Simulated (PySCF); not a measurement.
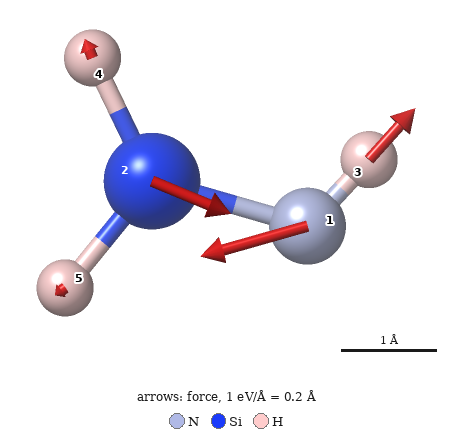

Starting geometry of SiNH3 with the computed forces as red arrows. The picture is a ball-and-stick view, seen at a tilt.

The start comes from GFN2-xTB. Its atoms were then displaced at random by about 0.03 Å.

Method: PBE0-D3(BJ)/def2-SVP geometry optimisation, gas phase in PySCF 2.14.0, density-fitted response routines. 

What follows when this structure is relaxed?

It isn't relaxed: the largest force vector, on N1, is 5.88 eV/Å. The final displacements follow the starting forces only in part (cosine between the two patterns 0.69). After 5 geometry steps the energy has fallen by 0.346 eV. The largest move after the best rigid fit is that of Si2, 0.067 Å. Largest moves by element: Si 0.067 Å, H 0.055 Å, N 0.052 Å. Among the contacts that change: N1–Si2 1.704 → 1.603 Å, N1–H3 0.957 → 1.019 Å, Si2–H4 1.440 → 1.497 Å, Si2–H5 1.450 → 1.483 Å. Among the angles between lasting bonds that change: N1–Si2–H5 113.0° → 118.2°, Si2–N1–H3 116.7° → 120.0°, H4–Si2–H5 115.1° → 112.2°.
